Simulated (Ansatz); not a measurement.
## Nudged elastic band, with input and output: WHClF4

The run: nudged elastic band of WHClF4. Method and program: RKS PBE0/def2-SVP (Ansatz 0.2.0).

It belongs to a series of runs on one base structure; here: band between the two ends. Figures and captions count atoms from 1; the log counts them from 0 in places.

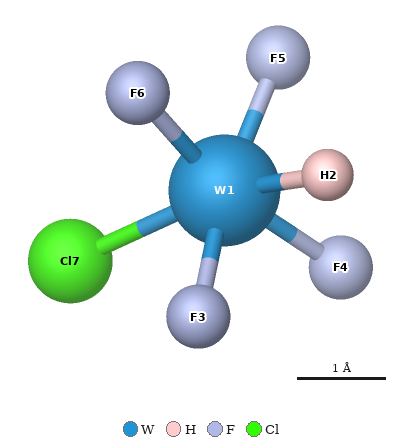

Figure 1. The starting structure (ball-and-stick view, seen at a tilt; atoms are numbered from 1 in the order of the input). Sticks mark near contacts.

## Input
```yaml
crystal:
  periodic: [false, false, false]
  atoms:
    - { symbol: W, position_ang: [0.048942, 0.0, 0.003518] }
    - { symbol: H, position_ang: [0.299364, 0.0, 1.695261] }
    - { symbol: F, position_ang: [1.894721, 0.0, 0.17891] }
    - { symbol: F, position_ang: [-0.039733, 1.822171, 0.207399] }
    - { symbol: F, position_ang: [-1.770599, 0.0, 0.267788] }
    - { symbol: F, position_ang: [-0.039733, -1.822171, 0.207399] }
    - { symbol: Cl, position_ang: [0.416539, 0.0, -2.290675] }
basis:
  gaussian: { orbitals: def2-SVP }
hamiltonian:
  xc: pbe0
neb:
  order_check: false
  images: 5
  f_tol: 0.05
  max_iterations: 60
  spring: 0.5
  final_atoms:
    - { symbol: W, position_ang: [-0.49498344, 5.952e-05, -0.17350197] }
    - { symbol: H, position_ang: [1.77222978, -0.00050451, 1.49539867] }
    - { symbol: F, position_ang: [1.82592849, 0.00018846, 0.56590093] }
    - { symbol: F, position_ang: [-0.39201134, 1.79778251, 0.20644232] }
    - { symbol: F, position_ang: [-2.33739706, 1.281e-05, 0.00197652] }
    - { symbol: F, position_ang: [-0.3921192, -1.79758249, 0.20692335] }
    - { symbol: Cl, position_ang: [0.82785377, 4.37e-05, -2.03353983] }
  initial_path:
    images:
      - { positions_ang: [[0.048942, 0.0, 0.003518], [0.299364, 0.0, 1.695261], [1.894721, 0.0, 0.17891], [-0.039733, 1.822171, 0.207399], [-1.770599, 0.0, 0.267788], [-0.039733, -1.822171, 0.207399], [0.416539, 0.0, -2.290675]] }
      - { positions_ang: [[0.0325942, 0.0, 0.00244741], [0.47846791, 0.0, 1.70630646], [1.87303134, 0.0, 0.42752873], [-0.02652247, 1.83144733, 0.13836808], [-1.79709764, 0.0, 0.1802597], [-0.02652247, -1.83144733, 0.13836808], [0.27555012, 0.0, -2.32367846]] }
      - { positions_ang: [[0.0162464, 0.0, 0.00137682], [0.65757181, 0.0, 1.71735192], [1.85134168, 0.0, 0.67614746], [-0.01331193, 1.84072367, 0.06933716], [-1.82359628, 0.0, 0.09273141], [-0.01331193, -1.84072367, 0.06933716], [0.13456125, 0.0, -2.35668193]] }
      - { positions_ang: [[-0.0001014, 0.0, 0.00030624], [0.83667572, 0.0, 1.72839738], [1.82965202, 0.0, 0.92476619], [-0.0001014, 1.85, 0.00030624], [-1.85009492, 0.0, 0.00520311], [-0.0001014, -1.85, 0.00030624], [-0.00642763, 0.0, -2.38968539]] }
      - { positions_ang: [[-0.16506208, 1.984e-05, -0.05762983], [1.14852707, -0.00016817, 1.65073114], [1.82841084, 6.282e-05, 0.80514444], [-0.13073805, 1.83259417, 0.06901827], [-2.01252896, 4.27e-06, 0.00412758], [-0.130774, -1.8325275, 0.06917861], [0.27166617, 1.457e-05, -2.2709702]] }
      - { positions_ang: [[-0.33002276, 3.968e-05, -0.1155659], [1.46037843, -0.00033634, 1.57306491], [1.82716966, 0.00012564, 0.68552268], [-0.26137469, 1.81518834, 0.13773029], [-2.17496301, 8.54e-06, 0.00305205], [-0.2614466, -1.81505499, 0.13805098], [0.54975997, 2.913e-05, -2.15225502]] }
      - { positions_ang: [[-0.49498344, 5.952e-05, -0.17350197], [1.77222978, -0.00050451, 1.49539867], [1.82592849, 0.00018846, 0.56590093], [-0.39201134, 1.79778251, 0.20644232], [-2.33739706, 1.281e-05, 0.00197652], [-0.3921192, -1.79758249, 0.20692335], [0.82785377, 4.37e-05, -2.03353983]] }
```

Command:
```bash
ansatz run input.yaml --threads 2 --pin off --max-ram 3072MiB --backend cpu --events-out ev --progress --plain --runs-dir out
```

## Log
```
Engine: ansatz 0.2.0, aarch64-unknown-linux-gnu
Functional definition: PBE0
  parameter a = 0.25
  parameter kappa = 0.804
  parameter beta = 0.06672455060314922
  exchange = (1 - a)*pbe_x(kappa = kappa, mu = beta*pi^2/3) + a*exact_x
  correlation = pbe_c(beta = beta)
1133 factors; integrals over basis functions are off by at most 1.9e-4 eV
mean field evaluation 1: about -25200.2975 eV, gradient 7.1e1 eV
mean field evaluation 2: about -25119.5809 eV, gradient 2.3e2 eV
mean field evaluation 4: about -25209.4454 eV, gradient 1.4e1 eV
mean field evaluation 8: about -25209.8496 eV, gradient 3.8e-1 eV
mean field evaluation 16: about -25209.8500 eV, gradient 1.8e-4 eV
mean field -25209.85002391 eV, -926.4449005288 hartree, gradient 5.7e-5 eV, S^2 0.000000; 0 other end points of the search recorded, 0 dependent functions left out
the calculation of the forces begins
reference -25209.85007766 eV, -926.4449025040 hartree; 34, 34 occupied and 77, 77 virtual orbitals, 1133 factors
1135 factors; integrals over basis functions are off by at most 1.4e-3 eV
mean field evaluation 32: about -25208.9067 eV, gradient 9.3e-3 eV
mean field -25208.90669357 eV, -926.4102337779 hartree, gradient 3.5e-5 eV, S^2 0.000000; 0 other end points of the search recorded, 0 dependent functions left out
[... from here on the field's lines of each further geometry are left out, up to the last ...]
NEB iter   1: max|band force component| = 2.409e0 eV/Å  barrier→ = 3.2747 eV  barrier← = 2.3314 eV  Δτ_max = 0.2000 Å  (357 SCF iters)
NEB iter   2: max|band force component| = 2.414e0 eV/Å  barrier→ = 2.3834 eV  barrier← = 1.4401 eV  Δτ_max = 0.2000 Å  (229 SCF iters)
NEB iter   3: max|band force component| = 2.783e0 eV/Å  barrier→ = 1.5851 eV  barrier← = 0.6417 eV  Δτ_max = 0.0799 Å  (200 SCF iters)
NEB iter   4: max|band force component| = 2.076e0 eV/Å  barrier→ = 1.5076 eV  barrier← = 0.5643 eV  Δτ_max = 0.1558 Å  (194 SCF iters)
NEB iter   5: max|band force component| = 1.129e0 eV/Å  barrier→ = 1.6396 eV  barrier← = 0.6963 eV  Δτ_max = 0.2000 Å  (195 SCF iters)
NEB iter   6: max|band force component| = 1.560e0 eV/Å  barrier→ = 1.3418 eV  barrier← = 0.3985 eV  Δτ_max = 0.2000 Å  (196 SCF iters)
NEB iter   7: max|band force component| = 7.493e-1 eV/Å  barrier→ = 1.1934 eV  barrier← = 0.2500 eV  Δτ_max = 0.0850 Å  (200 SCF iters)
NEB iter   8: max|band force component| = 4.912e-1 eV/Å  barrier→ = 1.1425 eV  barrier← = 0.1992 eV  CI = image 4  Δτ_max = 0.1692 Å  (190 SCF iters)
NEB iter   9: max|band force component| = 3.601e-1 eV/Å  barrier→ = 1.2466 eV  barrier← = 0.3032 eV  CI = image 4  Δτ_max = 0.0711 Å  (196 SCF iters)
NEB iter  10: max|band force component| = 5.818e-1 eV/Å  barrier→ = 1.2289 eV  barrier← = 0.2856 eV  CI = image 4  Δτ_max = 0.0353 Å  (182 SCF iters)
NEB iter  11: max|band force component| = 1.748e-1 eV/Å  barrier→ = 1.2378 eV  barrier← = 0.2945 eV  CI = image 4  Δτ_max = 0.0256 Å  (190 SCF iters)
NEB iter  12: max|band force component| = 7.374e-2 eV/Å  barrier→ = 1.2417 eV  barrier← = 0.2983 eV  CI = image 4  Δτ_max = 0.0060 Å  (191 SCF iters)
the calculation of the forces begins
reference -25208.83252738 eV, -926.4075082209 hartree; 34, 34 occupied and 77, 77 virtual orbitals, 1135 factors
1133 factors; integrals over basis functions are off by at most 1.3e-3 eV
mean field evaluation 704: about -25207.8993 eV, gradient 2.0e1 eV
mean field -25208.60866229 eV, -926.3992813306 hartree, gradient 2.2e-5 eV, S^2 0.000000; 1 other end points of the search recorded, 0 dependent functions left out
the calculation of the forces begins
reference -25208.60871412 eV, -926.3992832352 hartree; 34, 34 occupied and 77, 77 virtual orbitals, 1133 factors
NEB iter  13: max|band force component| = 1.387e-2 eV/Å  barrier→ = 1.2414 eV  barrier← = 0.2980 eV  CI = image 4  Δτ_max = 0.0000 Å  (341 SCF iters)
```

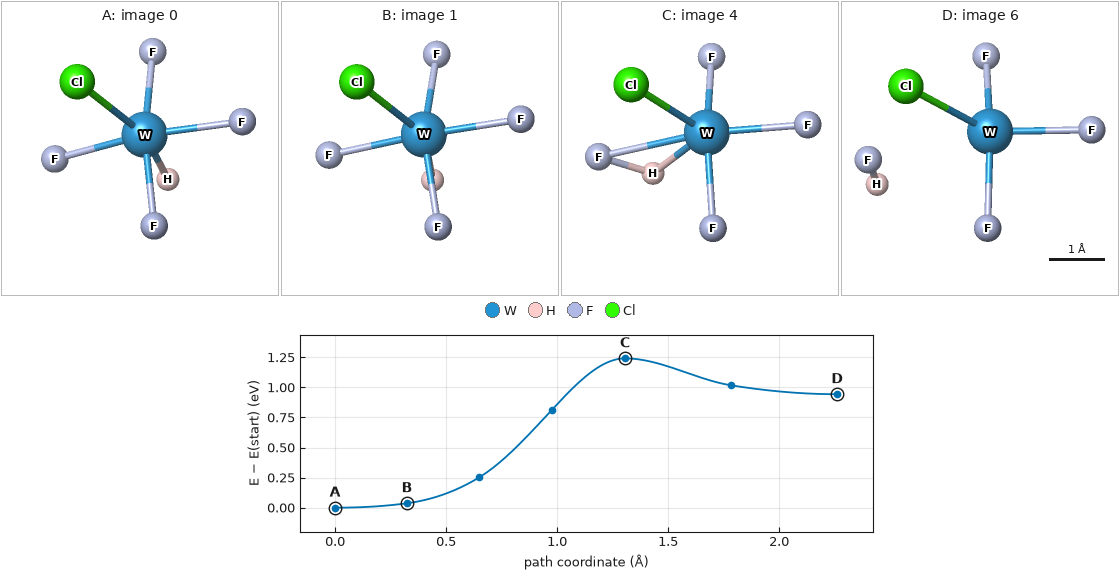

Figure 2. Images of the last band (counted from 0; ball-and-stick, seen at a tilt) above the energy along the path; the line is a cubic interpolation that uses the forces. The highest image is number 4, 1.241 eV above the start and 0.298 eV above the end (the climbing image); the end lies 0.943 eV above the start. The path is 2.26 Å long. The band converged in 13 iterations.

```
Total energy: -25208.60871412 eV, -926.3992832352 hartree
Atom 0 at    -0.234731     0.000002    -0.037873 Å, force    -0.010666     0.000018     0.013664 eV/Å
Atom 1 at     1.033521    -0.000002     1.219132 Å, force    -0.002473     0.000008     0.006646 eV/Å
Atom 2 at     1.870476    -0.000005     0.400319 Å, force     0.011820    -0.000010    -0.015463 eV/Å
Atom 3 at    -0.255965     1.795823     0.341309 Å, force    -0.001887     0.000807     0.001188 eV/Å
Atom 4 at    -2.087531     0.000019     0.079502 Å, force    -0.004983     0.000000    -0.003805 eV/Å
Atom 5 at    -0.255997    -1.795814     0.341331 Å, force    -0.001881    -0.000824     0.001188 eV/Å
Atom 6 at     0.739729    -0.000023    -2.074120 Å, force     0.010071    -0.000000    -0.003419 eV/Å
Dipole moment:    -0.038464    -0.000001     0.119687 e Å
this run last wrote the band of iteration 13 to [file]
```

## The last band as extended XYZ (Å, eV, eV/Å)
```
7
Properties=species:S:1:pos:R:3:forces:R:3 image=0 energy=-25209.85002
W     0.0489    0.0000    0.0035    0.0287   0.0000  -0.0208
H     0.2994    0.0000    1.6953    0.0002   0.0000   0.0209
F     1.8947    0.0000    0.1789   -0.0217   0.0000  -0.0059
F    -0.0397    1.8222    0.2074   -0.0044  -0.0001   0.0046
F    -1.7706    0.0000    0.2678    0.0040   0.0000  -0.0040
F    -0.0397   -1.8222    0.2074   -0.0044   0.0001   0.0046
Cl    0.4165    0.0000   -2.2907   -0.0023   0.0000   0.0005
7
Properties=species:S:1:pos:R:3:forces:R:3 image=1 energy=-25209.81313
W     0.0270    0.0000    0.0127    0.0539   0.0000  -0.0022
H     0.4673    0.0000    1.6501   -0.1742   0.0000   0.1162
F     1.8976    0.0000    0.1017    0.0041   0.0000  -0.0024
F    -0.1239    1.8026    0.3161    0.0763   0.0101  -0.0333
F    -1.8191    0.0000    0.1220    0.0636   0.0000   0.0181
F    -0.1239   -1.8026    0.3161    0.0763  -0.0101  -0.0334
Cl    0.4846    0.0000   -2.2491   -0.1000   0.0000  -0.0630
7
Properties=species:S:1:pos:R:3:forces:R:3 image=2 energy=-25209.59737
W    -0.0275    0.0000    0.0119    0.3421   0.0000   0.0368
H     0.6672    0.0000    1.5161   -0.6895   0.0000   0.6361
F     1.8920    0.0000    0.1112   -0.0001   0.0000  -0.3752
F    -0.2135    1.7920    0.3536    0.1238  -0.0088  -0.0012
F    -1.8956    0.0000    0.0961    0.3622   0.0000  -0.0458
F    -0.2135   -1.7920    0.3536    0.1238   0.0088  -0.0012
Cl    0.6005    0.0000   -2.1729   -0.2623   0.0000  -0.2495
7
Properties=species:S:1:pos:R:3:forces:R:3 image=3 energy=-25209.03574
W    -0.1186    0.0000    0.0016    0.7228   0.0000   0.2146
H     0.8517    0.0000    1.3435   -1.2384   0.0000   0.8635
F     1.8907    0.0000    0.2185    0.1012   0.0000  -0.9832
F    -0.2483    1.7944    0.3530    0.0208  -0.0066   0.0395
F    -1.9955    0.0000    0.1028    0.5687   0.0000  -0.0490
F    -0.2483   -1.7944    0.3530    0.0208   0.0066   0.0395
Cl    0.6778    0.0000   -2.1029   -0.1959   0.0000  -0.1249
7
Properties=species:S:1:pos:R:3:forces:R:3 image=4 energy=-25208.60866
W    -0.2347    0.0000   -0.0379   -0.0107   0.0000   0.0137
H     1.0335    0.0000    1.2191   -0.0025   0.0000   0.0066
F     1.8705    0.0000    0.4003    0.0118   0.0000  -0.0155
F    -0.2560    1.7958    0.3413   -0.0019   0.0008   0.0012
F    -2.0875    0.0000    0.0795   -0.0050   0.0000  -0.0038
F    -0.2560   -1.7958    0.3413   -0.0019  -0.0008   0.0012
Cl    0.7397    0.0000   -2.0741    0.0101   0.0000  -0.0034
7
Properties=species:S:1:pos:R:3:forces:R:3 image=5 energy=-25208.83248
W    -0.3999    0.0000   -0.1364   -0.1117   0.0000  -0.0556
H     1.3739    0.0000    1.3532    0.2315   0.0000   0.0745
F     1.8492    0.0000    0.5324   -0.0071   0.0000   0.0638
F    -0.2957    1.7935    0.2629   -0.0217  -0.0011  -0.0457
F    -2.2382    0.0001    0.0554   -0.0964   0.0000   0.0082
F    -0.2958   -1.7934    0.2629   -0.0217   0.0011  -0.0457
Cl    0.8159   -0.0001   -2.0608    0.0272   0.0000   0.0005
7
Properties=species:S:1:pos:R:3:forces:R:3 image=6 energy=-25208.90669
W    -0.4950    0.0001   -0.1735    0.0034   0.0002   0.0057
H     1.7722   -0.0005    1.4954   -0.0021   0.0002   0.0009
F     1.8259    0.0002    0.5659    0.0084  -0.0004  -0.0036
F    -0.3920    1.7978    0.2064    0.0004   0.0151   0.0027
F    -2.3374    0.0000    0.0020   -0.0180   0.0003  -0.0013
F    -0.3921   -1.7976    0.2069    0.0012  -0.0152   0.0023
Cl    0.8279    0.0000   -2.0335    0.0066  -0.0003  -0.0068
```

## Results in brief

```tsv
quantity	value
outcome	converged
barrier, forward	1.241 eV
barrier, backward	0.298 eV
hardware	2 threads of Arm Neoverse V1, 24 GiB of memory available, shared host
wall time	5 min (CPU time 9.7 min)
peak memory	0.28 GiB
```

## Remarks

The order of the saddle point was not checked.
